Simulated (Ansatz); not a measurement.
**doublet C2H6AlF+ at 6 levels**

Aim: a comparison of 6 runs (U-r2SCAN0/def2-SVP, U-wB97X/def2-SVP, UB3LYP/def2-SVP, UCAM-B3LYP/def2-SVP, UPBE/def2-SVP, RPA@PBE/def2-SVP) of doublet C2H6AlF+. 

The results are computed with Ansatz 0.2.0.

66 further runs of the same task are left out: 66 set aside as unsound or not needed.

### Step 1. Starting point

The species is C2H6AlF+ (10 atoms), meant as a doublet with charge +1. As SMILES of the parent species, `[CH3][Al]([CH3])[F]`. The coordinates come from a PBE0-D4/def2-TZVP relaxation. That shape belongs to the parent species and isn't relaxed for this state.

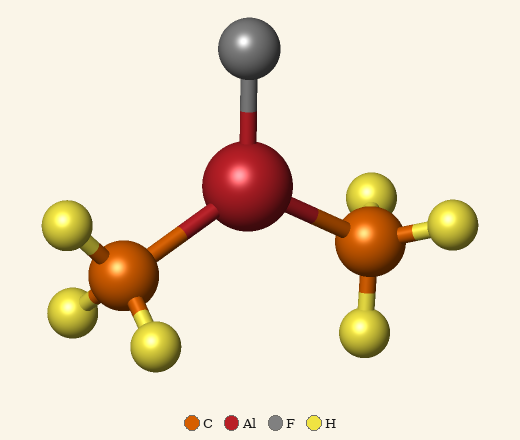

Viewed from a chosen angle; carbon orange, aluminium red, fluorine grey, hydrogen yellow.

### Step 2. A single-point energy at U-r2SCAN0/def2-SVP (run 1)

job.yaml

```yaml
crystal:
  periodic: [false, false, false]
  atoms:
    - {symbol: C, position_ang: [-0.566700, 1.412600, -0.858500]}
    - {symbol: Al, position_ang: [-0.288600, -0.445300, -0.364300]}
    - {symbol: C, position_ang: [0.794700, -1.093100, 1.112200]}
    - {symbol: F, position_ang: [-1.047300, -1.600600, -1.281300]}
    - {symbol: H, position_ang: [-1.184400, 1.517100, -1.752900]}
    - {symbol: H, position_ang: [-1.054000, 1.963400, -0.046800]}
    - {symbol: H, position_ang: [0.387100, 1.917300, -1.043800]}
    - {symbol: H, position_ang: [0.189400, -1.676700, 1.813200]}
    - {symbol: H, position_ang: [1.269800, -0.283800, 1.672000]}
    - {symbol: H, position_ang: [1.583200, -1.762300, 0.753400]}
basis:
  gaussian:
    orbitals: def2-SVP
accuracy: high
hamiltonian:
  xc: {name: r2SCAN0}
output: {orbitals: {seedname: orbitals}}
total_charge: 1
magnetization:
  spin_polarized: true
  initial_magnetization: 1
```

Run with:

```console
$ ansatz run job.yaml --threads 1 --pin off --max-ram 3480MiB --events-out events.jsonl --progress --plain --runs-dir runs
```

Log:

```text
Warning: RAYON_NUM_THREADS=1 ignored (pool sized by the plan → 1); use --threads N
Functional definition: r2SCAN0
  name "r2SCAN0"
  parameter a = 0.25
  parameter k0 = 0.174
  parameter k1 = 0.065
  parameter a1 = 4.9479
  exchange = (1 - a)*r2scan_x(k0 = k0, k1 = k1, a1 = a1) + a*exact_x
  correlation = r2scan_c
2082 factors; integrals over basis functions are off by at most 2.4e-8 eV
mean field evaluation 1: about -11456.4218 eV, gradient 5.5e1 eV
mean field evaluation 2: about -11438.3954 eV, gradient 9.0e1 eV
mean field evaluation 4: about -11468.2087 eV, gradient 2.2e0 eV
mean field evaluation 8: about -11468.4105 eV, gradient 2.3e-1 eV
mean field evaluation 16: about -11468.4110 eV, gradient 5.9e-4 eV
mean field -11468.41102311 eV, -421.4563315310 hartree, gradient 1.5e-8 eV, S^2 0.769972; 0 other end points of the search recorded, 0 dependent functions left out
reference -11468.41102544 eV, -421.4563316169 hartree; 20, 19 occupied and 70, 71 virtual orbitals, 2082 factors
Total energy: -11468.41102544 eV, -421.4563316169 hartree
```

Wall time 23 s (1 thread of Intel Xeon Platinum 8488C (Sapphire Rapids), shared host); peak memory 0.61 GiB.

### Step 3. The energy at U-wB97X/def2-SVP (run 2)

molecule.yaml

```yaml
basis:
  gaussian:
    orbitals: def2-SVP
crystal:
  periodic: [false, false, false]
  atoms:
    - symbol: C
      position_ang: [-0.566700, 1.412600, -0.858500]
    - symbol: Al
      position_ang: [-0.288600, -0.445300, -0.364300]
    - symbol: C
      position_ang: [0.794700, -1.093100, 1.112200]
    - symbol: F
      position_ang: [-1.047300, -1.600600, -1.281300]
    - symbol: H
      position_ang: [-1.184400, 1.517100, -1.752900]
    - symbol: H
      position_ang: [-1.054000, 1.963400, -0.046800]
    - symbol: H
      position_ang: [0.387100, 1.917300, -1.043800]
    - symbol: H
      position_ang: [0.189400, -1.676700, 1.813200]
    - symbol: H
      position_ang: [1.269800, -0.283800, 1.672000]
    - symbol: H
      position_ang: [1.583200, -1.762300, 0.753400]
total_charge: 1
magnetization:
  spin_polarized: true
  initial_magnetization: 1
hamiltonian:
  xc: {name: wB97X}
accuracy: high
output: {orbitals: {seedname: orbitals}}
```

Run with:

```console
$ ansatz run molecule.yaml --threads 1 --pin off --max-ram 3480MiB --events-out events.jsonl --progress --plain --runs-dir runs
```

Log, cut to the lines that bear on the results:

```text
Warning: RAYON_NUM_THREADS=1 ignored (pool sized by the plan → 1); use --threads N
Functional definition: wB97X
  name "wB97X"
[...]
      + exact_x_lr(omega)
[...]
      + integral(e_c_pw_opposite_spin*poly(b97_u_opposite, 1, cos1, cos2, cos3, cos4))
2082 factors; integrals over basis functions are off by at most 2.4e-8 eV
402 factors; integrals over basis functions are off by at most 1.7e-9 eV
[...]
mean field -11470.83829526 eV, -421.5455321372 hartree, gradient 6.6e-8 eV, S^2 0.769376; 0 other end points of the search recorded, 0 dependent functions left out
reference -11470.83829184 eV, -421.5455320116 hartree; 20, 19 occupied and 70, 71 virtual orbitals, 2082 factors
Total energy: -11470.83829184 eV, -421.5455320116 hartree
```

Run time: 78 s. Hardware: 1 thread of Intel Xeon Platinum 8488C (Sapphire Rapids), shared host; peak memory 0.93 GiB.

Runs 3 to 4 aren't shown in full; the table further down has their settings and results.

### Step 4. The energy at UPBE/def2-SVP (run 5)

molecule.yaml, as its differences from that of step 3:

```diff
@@ -1,4 +1 @@
-basis:
-  gaussian:
-    orbitals: def2-SVP
 crystal:
@@ -26,8 +23,7 @@
       position_ang: [1.583200, -1.762300, 0.753400]
+basis:
+  gaussian: {orbitals: def2-SVP}
 total_charge: 1
-magnetization:
-  spin_polarized: true
-  initial_magnetization: 1
-hamiltonian:
-  xc: {name: wB97X}
+magnetization: {spin_polarized: true, initial_magnetization: 1}
+hamiltonian: {xc: {name: PBE}}
 accuracy: high
```

Run with:

```console
$ ansatz run molecule.yaml --threads 1 --pin off --max-ram 3480MiB --events-out events.jsonl --progress --plain --runs-dir runs
```

Log:

```text
Warning: RAYON_NUM_THREADS=1 ignored (pool sized by the plan → 1); use --threads N
Functional definition: PBE
  name "PBE"
  parameter kappa = 0.804
  parameter beta = 0.06672455060314922
  exchange = pbe_x(kappa = kappa, mu = beta*pi^2/3)
  correlation = pbe_c(beta = beta)
2082 factors; integrals over basis functions are off by at most 2.4e-8 eV
mean field evaluation 1: about -11442.8047 eV, gradient 6.9e1 eV
mean field evaluation 2: about -11348.1514 eV, gradient 1.6e2 eV
mean field evaluation 4: about -11462.8227 eV, gradient 6.5e0 eV
mean field evaluation 8: about -11463.0094 eV, gradient 3.8e-1 eV
mean field evaluation 16: about -11463.0103 eV, gradient 1.7e-4 eV
mean field evaluation 32: about -11462.7456 eV, gradient 6.8e0 eV
mean field -11463.01029436 eV, -421.2578584104 hartree, gradient 2.6e-8 eV, S^2 0.753991; 3 other end points of the search recorded, 0 dependent functions left out
reference -11463.01029839 eV, -421.2578585585 hartree; 20, 19 occupied and 70, 71 virtual orbitals, 2082 factors
Total energy: -11463.01029839 eV, -421.2578585585 hartree
```

Wall time 12 s (1 thread of Intel Xeon Platinum 8488C (Sapphire Rapids), shared host); peak memory 0.31 GiB.

### Step 5. A single-point energy at RPA@PBE/def2-SVP (run 6)

input.yaml

```yaml
basis:
  gaussian: {orbitals: def2-SVP}
crystal:
  periodic: [false, false, false]
  atoms:
    - {symbol: C, position_ang: [-0.566700, 1.412600, -0.858500]}
    - {symbol: Al, position_ang: [-0.288600, -0.445300, -0.364300]}
    - {symbol: C, position_ang: [0.794700, -1.093100, 1.112200]}
    - {symbol: F, position_ang: [-1.047300, -1.600600, -1.281300]}
    - {symbol: H, position_ang: [-1.184400, 1.517100, -1.752900]}
    - {symbol: H, position_ang: [-1.054000, 1.963400, -0.046800]}
    - {symbol: H, position_ang: [0.387100, 1.917300, -1.043800]}
    - {symbol: H, position_ang: [0.189400, -1.676700, 1.813200]}
    - {symbol: H, position_ang: [1.269800, -0.283800, 1.672000]}
    - {symbol: H, position_ang: [1.583200, -1.762300, 0.753400]}
total_charge: 1
magnetization: {spin_polarized: true, initial_magnetization: 1}
hamiltonian: {xc: pbe}
correlation: {method: rpa, frozen_orbitals: {Al: 5, C: 1, F: 1, H: 0}}
accuracy: high
```

Run with:

```console
$ ansatz run input.yaml --threads 1 --pin off --max-ram 3480MiB --events-out events.jsonl --progress --plain --runs-dir runs
```

Log, cut to the lines that bear on the results:

```text
Warning: RAYON_NUM_THREADS=1 ignored (pool sized by the plan → 1); use --threads N
Functional definition: PBE
  name "PBE"
[...]
2082 factors; integrals over basis functions are off by at most 2.4e-8 eV
[...]
mean field -11463.01029436 eV, -421.2578584104 hartree, gradient 2.1e-8 eV, S^2 0.753991; 4 other end points of the search recorded, 0 dependent functions left out
8 core orbitals not correlated: weight in the atoms' cores, before any rotation towards them, 1.000 or more for the frozen orbitals, at most 0.000 for the correlated occupied ones
reference -11430.40866208 eV, -420.0597705223 hartree; 12, 11 occupied and 70, 71 virtual orbitals, 2082 factors
Total energy: -11454.57764744 eV, -420.9479643520 hartree
```

It took 26 s on 1 thread of Intel Xeon Platinum 8488C (Sapphire Rapids), shared host; peak memory 0.42 GiB.

### Step 6. All runs side by side

```
run                level  frozen core orbitals  energy (Eh)  HOMO energy (eV)  LUMO energy (eV)   ⟨S²⟩  wall time
  1   U-r2SCAN0/def2-SVP                     –  -421.456332            -15.51            -12.10  0.770       23 s
  2     U-wB97X/def2-SVP                     –  -421.545532            -17.49            -10.30  0.769       78 s
  3      UB3LYP/def2-SVP                     –  -421.628531            -15.22            -12.42  0.760       14 s
  4  UCAM-B3LYP/def2-SVP                     –  -421.525164            -16.60            -11.22  0.766       20 s
  5        UPBE/def2-SVP                     –  -421.257859            -13.92            -12.91  0.754       12 s
  6     RPA@PBE/def2-SVP                     8  -420.947964                 –                 –  0.754       26 s
```

### Step 7. Outcome

```
                                quantity          value
                     run 6: total energy  -420.94796 Eh
 run 6: RPA correlation energy (valence)     -888.2 mEh
run 6: ⟨S²⟩ of the reference determinant          0.754
```

**Reading.** Totals of different functionals can't be ranked against each other. All runs together took 2.9 min, the longest 78 s.
